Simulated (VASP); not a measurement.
Band structure of BN (relaxed from the layered h-BN type structure, space group P6_3/mmc). Level of theory: PBEsol GGA, VASP's PBE PAW potentials (set 64) (plane waves; VASP 6.6.1).

Without a dispersion term in the relaxation, distances and binding between the weakly bound layers, chains or molecules are unreliable, and so is what depends on them.

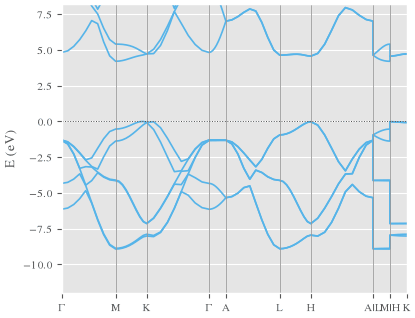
Figure. Bands along high-symmetry lines, zero at the valence-band maximum or, without a gap, the Fermi level

Read the plot: is there a gap, and where are the band edges?

The gap is indirect, 4.21 eV, from the valence maximum at M-K at 0.89 to the conduction minimum at M. (Edges off the drawn lines would not show.)

The structure was generated: BN was put into the layered h-BN type type (P6_3/mmc), which need not be its known phase. It was relaxed first.
